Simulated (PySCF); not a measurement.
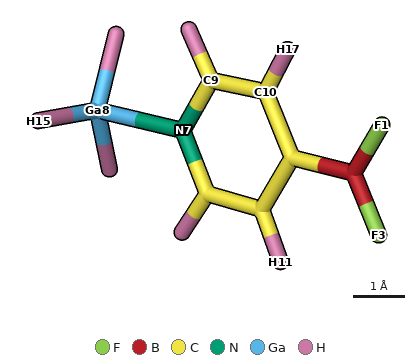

*The input geometry (stick view, seen at a tilt; atoms are numbered from 1 in the order of the input). Sticks mark near contacts.*

Excited-state calculation, with input and output: C₅H₇BF₂GaN

The run: excited-state calculation of C₅H₇BF₂GaN, SMILES FB(F)c1cc[n+]([GaH3-])cc1. Method and program: TDDFT B3LYP/def2-SVPD, vertical, gas phase, core orbitals frozen in the response (PySCF 2.14.0).

The geometry comes from this level: PBE0-D3(BJ)/def2-SVP. It belongs to a series of runs on one base structure; here: H on C replaced by BF2.

### Output
```
coarse grid: 71520 points
cycle   1  E = -2398.4012613700  dE =  8.115e-01  |g| = 7.773e-01  |ddm| = 1.505e+01
cycle   2  E = -2398.3230253134  dE =  7.824e-02  |g| = 1.098e+00  |ddm| = 3.560e+00
cycle   3  E = -2398.4937605974  dE = -1.707e-01  |g| = 8.501e-02  |ddm| = 1.506e+00
cycle   4  E = -2398.4948959146  dE = -1.135e-03  |g| = 3.811e-02  |ddm| = 2.090e-01
cycle   5  E = -2398.4950940339  dE = -1.981e-04  |g| = 8.065e-03  |ddm| = 8.718e-02
cycle   6  E = -2398.4951051758  dE = -1.114e-05  |g| = 3.690e-03  |ddm| = 2.475e-02
cycle   7  E = -2398.4951078845  dE = -2.709e-06  |g| = 9.865e-04  |ddm| = 8.704e-03
final grid: 152344 points
cycle   8  E = -2398.4948898255  dE =  7.038e-07  |g| = 2.053e-03  |ddm| = 1.992e-02
cycle   9  E = -2398.4948857408  dE =  4.085e-06  |g| = 4.515e-03  |ddm| = 1.399e-02
cycle  10  E = -2398.4948908902  dE = -5.149e-06  |g| = 1.926e-04  |ddm| = 9.474e-03
cycle  11  E = -2398.4948908956  dE = -5.358e-09  |g| = 2.992e-05  |ddm| = 3.387e-04
cycle  12  E = -2398.4948908957  dE = -1.514e-10  |g| = 2.957e-06  |ddm| = 8.766e-05
```

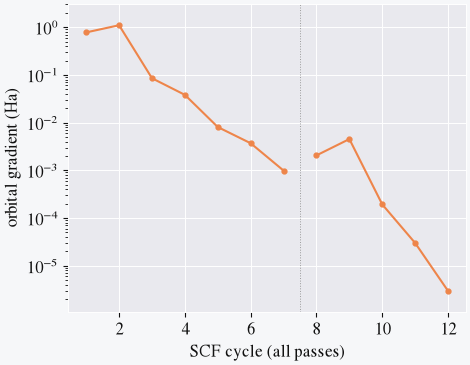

*Convergence of the self-consistent field: orbital gradient against the SCF cycle. The dotted line marks the change from a coarse to the final integration grid.*

The first 7 cycles use a coarse grid, the final grid takes over at cycle 8, and the field converges after 12 cycles in all.

```
converged SCF energy = -2398.4948908957

Static polarisability (au): isotropic 114.381, principal 78.314 114.337 150.493

Singlet excitations
state   eV       nm        f      main configurations
  1   3.4080    363.8   0.05515   H->L 0.99
  2   3.4713    357.2   0.00050   H-1->L 1.00
  3   4.5242    274.0   0.00245   H->L+1 0.93
  4   4.6872    264.5   0.00274   H-1->L+1 0.99
  5   4.7744    259.7   0.00321   H-3->L 0.97
  6   4.9608    249.9   0.05482   H-2->L 0.84, H-4->L+1 0.08
  7   5.8993    210.2   0.00013   H-3->L+1 0.98
  8   6.0546    204.8   0.07351   H-4->L 0.73, H-2->L+1 0.25
  9   6.1762    200.7   0.01335   H->L+2 0.88, H->L+4 0.11
 10   6.3262    196.0   0.00998   H-1->L+2 0.87, H-1->L+4 0.11

Triplet excitations (Tamm-Dancoff, eV): 3.2194 3.4462 3.8435 4.2413
Vertical ionisation energy (delta-SCF) = 9.4725 eV
Vertical electron affinity (delta-SCF) = 1.3002 eV
```

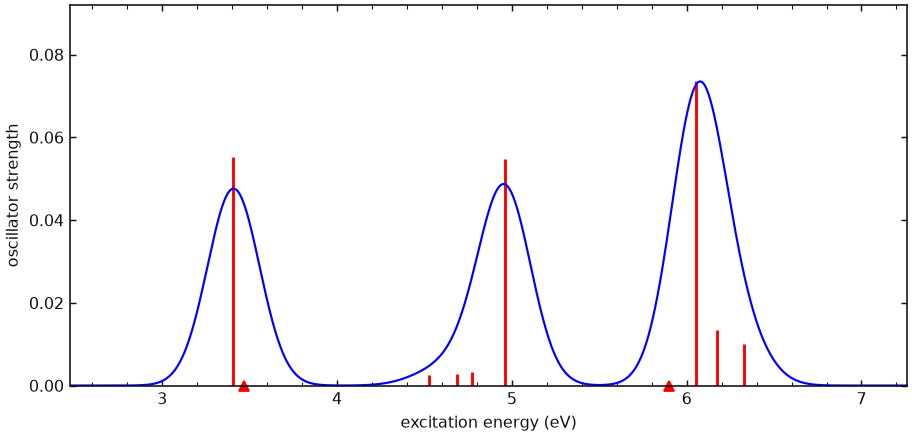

*Computed excitations as sticks (degenerate states added up, dark ones marked on the axis), with a Gaussian envelope of 0.35 eV full width at half maximum, scaled to the tallest.*

Of the 10 states the lowest lies at 3.41 eV (f = 0.055); the strongest line is at 6.05 eV, or 205 nm (f = 0.074).

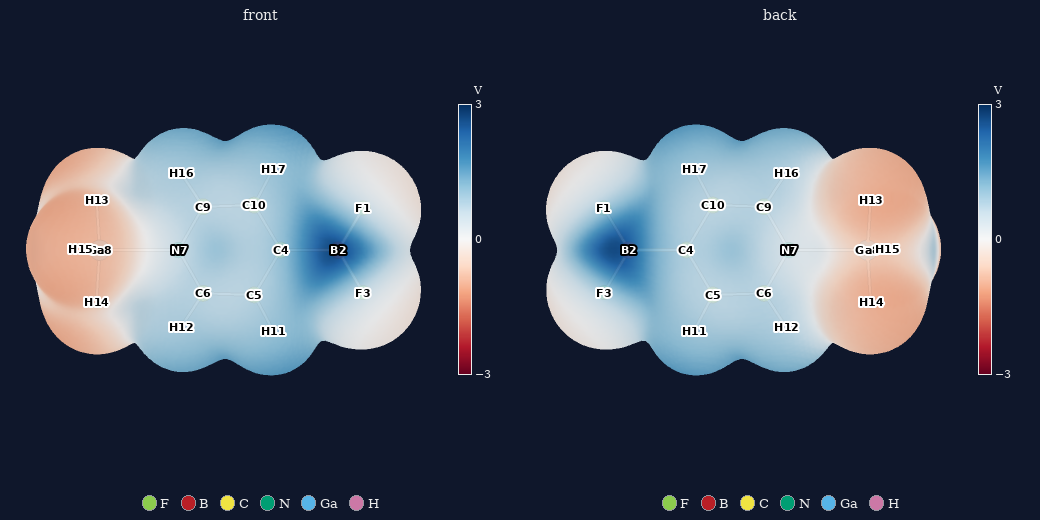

*The molecular electrostatic potential painted on the density surface at 0.002 e/bohr³, seen at a tilt and from behind; red is negative and blue positive.*

A positive charge is drawn to the negative regions and a negative charge to the positive ones. Its dipole moment is 4.59 D.

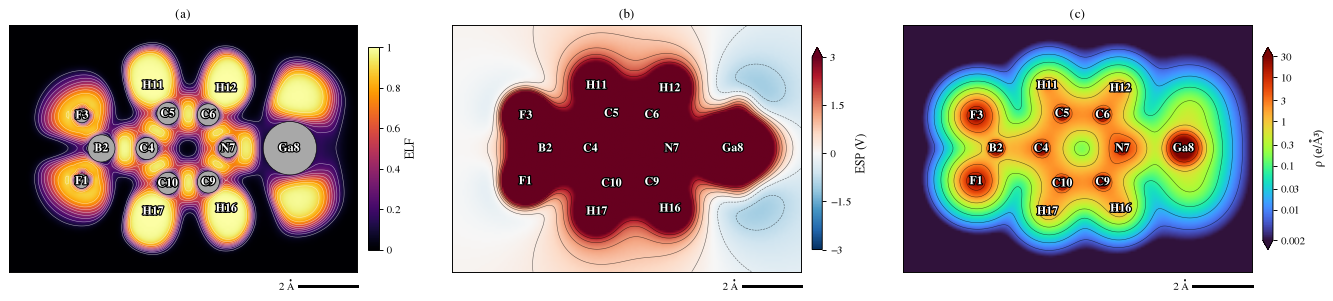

*(a) ELF; (b) electrostatic potential; (c) electron density on the plane of atoms C5, C6 and N7. Grey discs, where drawn, cover atomic cores.*

The section cuts through F, B, C, N, Ga and H sites.

The run was set up as follows.

### Input
```
{"job": {"kind": "uv", "xc": "B3LYP", "basis": "def2-SVPD", "ip": true}, "charge": 0, "multiplicity": 1}
F      3.905235     1.165692    -0.041287
B      3.241495     0.052787     0.180625
F      3.930435    -1.045077     0.400944
C      1.681352     0.030695     0.182208
C      0.980330    -1.154393     0.433159
C     -0.408767    -1.138518     0.421642
N     -1.098560    -0.020789     0.178933
Ga    -3.230966    -0.051113     0.225965
C     -0.449650     1.121156    -0.065201
C      0.937994     1.189426    -0.070667
H      1.511294    -2.086960     0.634187
H     -1.001473    -2.039006     0.603944
H     -3.490344     1.088336    -0.843019
H     -3.435445    -1.564113    -0.196150
H     -3.461155     0.315356     1.749002
H     -1.074545     1.995586    -0.266127
H      1.434210     2.140355    -0.274627
```

The first line tells a small driver script what to run in PySCF; the rest is the geometry in Å.

Command:
```bash
OMP_NUM_THREADS=1 python <driver script> task.json out
```

### Summary

```json
{"quantity": "outcome", "value": "converged"}
{"quantity": "total energy", "value": "−2398.494891 hartree"}
{"quantity": "HOMO", "value": "−7.18 eV"}
{"quantity": "LUMO", "value": "−3.18 eV"}
{"quantity": "dipole moment", "value": "4.59 D"}
{"quantity": "mean polarisability", "value": "114.38 a.u."}
{"quantity": "vertical ionisation energy", "value": "9.47 eV"}
{"quantity": "vertical electron affinity", "value": "1.30 eV"}
{"quantity": "lowest singlet excitation", "value": "3.41 eV"}
{"quantity": "hardware", "value": "1 CPU thread, shared host"}
{"quantity": "wall time", "value": "6.8 min"}
{"quantity": "peak memory", "value": "1.2 GiB"}
```

### Remarks

Spin–orbit coupling is left out, which matters for the heavy atoms.
